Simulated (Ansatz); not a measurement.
# H3NOSi: composite energy at a relaxed geometry from a Python script

Wanted for H3NOSi: a composite energy at a relaxed geometry.

Program: Ansatz 0.2.0, driven from Python. The levels of theory stand in the script. These are calculated values, not measurements.

**1. Starting point**

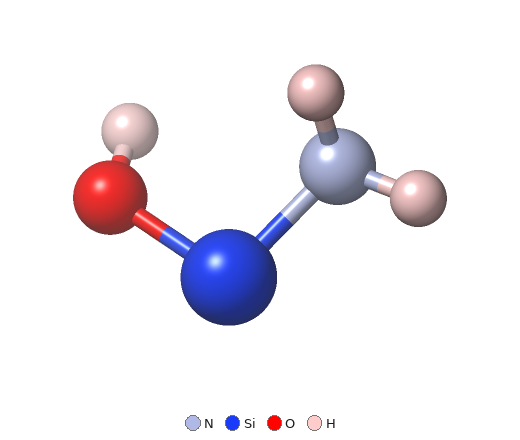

The starting structure, viewed from a chosen angle; nitrogen light blue, silicon blue, oxygen red, hydrogen pink.

No structure file is read: the coordinates are typed or built in the script.

**2. The code**

Contents of composite_h3nosi.py:

```python
import ansatz as az
import numpy as np


def main() -> None:
    geometry_ang = [
        ("N", [-0.8213, -0.0076, -0.2625]),
        ("Si", [0.6374, -0.6158, -0.6793]),
        ("O", [1.4889, -0.1964, 0.6419]),
        ("H", [-1.4774, -0.1264, -1.0139]),
        ("H", [-0.7999, 1.0436, -0.215]),
        ("H", [1.0145, -0.1612, 1.4826]),
    ]
    mol = az.Crystal.molecule()
    for symbol, xyz in geometry_ang:
        mol = mol.atom(symbol, xyz)

    job = (
        mol.calculation()
        .basis(gaussian="def2-SVP")
        .functional("b3lyp")
    )
    symbols = [site.symbol for site in mol.cartesian_sites]
    start = np.array([site.position_ang for site in mol.cartesian_sites], dtype=float)
    summary = job.relax(force_tolerance=0.01, max_steps=100).run().report
    end = np.array(summary["positions_ang"])
    print("final positions (A) and the move of each atom")
    for symbol, xyz, old in zip(symbols, end, start):
        print(f"{symbol:2s} {xyz[0]:10.5f} {xyz[1]:10.5f} {xyz[2]:10.5f}   {np.linalg.norm(xyz - old):7.4f}")

    minimum = az.Crystal.molecule()
    for symbol, place in zip(symbols, end):
        minimum = minimum.atom(symbol, place.tolist())
    at_minimum = minimum.calculation()
    level = lambda method, basis: at_minimum.basis(gaussian=basis).correlation(method).run().report
    small, large, cluster = level("mp2", "cc-pVDZ"), level("mp2", "cc-pVTZ"), level("ccsd_t", "cc-pVDZ")
    corr = lambda each: (each["free_energy_ev"] - each["reference_energy_ev"]) / 27.211386246
    mp2_limit = (27 * corr(large) - 8 * corr(small)) / 19
    pieces = {"HF / cc-pVTZ": large["reference_energy_ev"] / 27.211386246, "MP2 correlation, DZ-TZ limit": mp2_limit, "CCSD(T) - MP2 / cc-pVDZ": corr(cluster) - corr(small)}
    for name, value in pieces.items():
        print(f"{name:32s} {value:14.6f} Ha")
    print(f"{'sum':32s} {sum(pieces.values()):14.6f} Ha")
    print("T1 diagnostic", round(cluster["correlation"]["coupled_cluster"]["t1_diagnostic"], 4))


if __name__ == "__main__":
    main()
```

**3. The input behind the calls**

The engine receives this input (first run):

```yaml
crystal:
  periodic: [false, false, false]
  atoms:
    - { symbol: "N", position_ang: [-0.8213, -0.0076, -0.2625] }
    - { symbol: Si, position_ang: [0.6374, -0.6158, -0.6793] }
    - { symbol: O, position_ang: [1.4889, -0.1964, 0.6419] }
    - { symbol: H, position_ang: [-1.4774, -0.1264, -1.0139] }
    - { symbol: H, position_ang: [-0.7999, 1.0436, -0.215] }
    - { symbol: H, position_ang: [1.0145, -0.1612, 1.4826] }
basis:
  gaussian:
    orbitals: def2-SVP
hamiltonian:
  xc: b3lyp
relax:
  f_tol: 0.01
  max_steps: 100
```

**4. The run**

On the command line:

```console
$ python composite_h3nosi.py
```

The log of the run:

```text
final positions (A) and the move of each atom
N    -0.77402    0.10976   -0.50745    0.2757
Si    0.66140   -0.85673   -0.63652    0.2459
O     1.51585   -0.40094    0.73587    0.2267
H    -1.50334    0.05118   -1.21435    0.2691
H    -1.02282    0.77921    0.22032    0.5560
H     1.16512    0.25372    1.35593    0.4592
HF / cc-pVTZ                        -420.107167 Ha
MP2 correlation, DZ-TZ limit          -0.611464 Ha
CCSD(T) - MP2 / cc-pVDZ               -0.038239 Ha
sum                                 -420.756869 Ha
T1 diagnostic 0.0154
```

Wall time 18 s (1 thread of Arm Neoverse V2, shared host); peak memory 0.27 GiB.

Lines on the test bed's own set-up are left out of the output.

**5. Path of the relaxation of run 0**

Step by step:

```csv
step,E - E(step 1) (eV),largest force component (eV/Å)
1,0.0000,3.2290
2,-0.3868,2.5689
3,-0.5662,1.5161
4,-0.7250,0.4732
5,-0.6839,0.5943
6,-0.7431,0.1340
7,-0.7449,0.0924
8,-0.7453,0.0374
9,-0.7459,0.0161
10,-0.7460,0.0125
11,-0.7460,0.0011
```

Step 1 is the start. Step 5 was tried and not accepted.

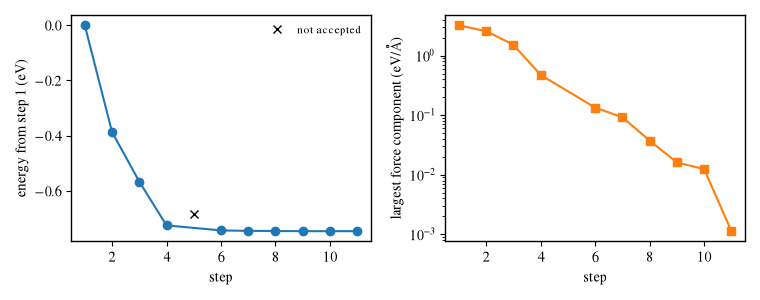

Energy and largest force along the relaxation.

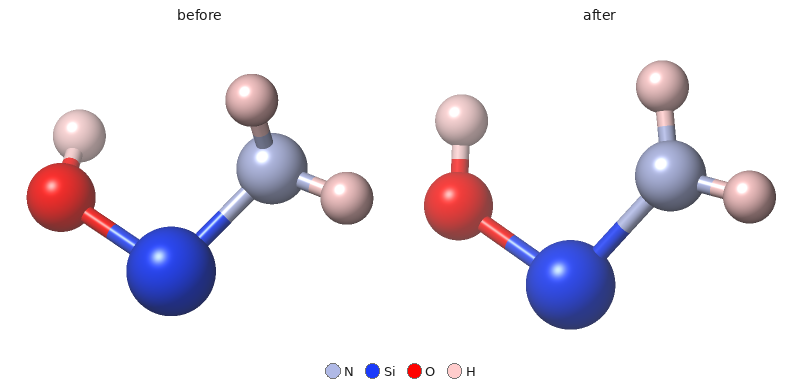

The structure before (left) and after (right) the relaxation, drawn at the same scale.

Before: Bond lengths: N1–Si2 1.634 Å, Si2–O3 1.627 Å, N1–H4 1.005 Å, N1–H5 1.052 Å, O3–H6 0.966 Å. Angles: N1–Si2–O3 99.4°, Si2–N1–H4 110.4°, Si2–N1–H5 111.4°, H4–N1–H5 99.5°, Si2–O3–H6 117.3°.

After: Bond lengths: N1–Si2 1.735 Å, Si2–O3 1.680 Å, N1–H4 1.017 Å, N1–H5 1.020 Å, O3–H6 0.968 Å. Angles: N1–Si2–O3 102.1°, Si2–N1–H4 120.6°, Si2–N1–H5 128.4°, H4–N1–H5 111.0°, Si2–O3–H6 121.5°.

Run 0 is this relaxation; the runs after it count from 1.

**6. Run by run**

From the records of these 3 runs:

```
run    basis  method  energy (eV)  iterations in all  CPU time (s)
  1  cc-pVDZ     mp2  -11441.8408                 11          0.33
  2  cc-pVTZ     mp2  -11446.9881                 12           1.3
  3  cc-pVDZ  ccsd_t  -11442.8813                 17           1.1
```

**7. Results**

| quantity | value |
| --- | --- |
| T1 diagnostic | 0.0154 |
| composite energy | -420.756869 Ha |
| runs compared | 3 |

What this shows: All 3 runs converged (11 to 17 cycles). A T1 diagnostic under about 0.02 supports a single-reference treatment, as here. Run 0: The relaxation took 9 moves; the largest shift is 0.556 Å, of atom 5 (H). The sum leaves out core correlation, relativity, the Hartree-Fock basis error and zero-point energy; a DZ-TZ extrapolation is rough. b3lyp holds the VWN-RPA fit, as in Gaussian; the form of ORCA and Turbomole is b3lyp5. Inner cores stay frozen, so this is valence correlation. For Al to Cl the sets with a tight d function, cc-pV(X+d)Z, are usual.
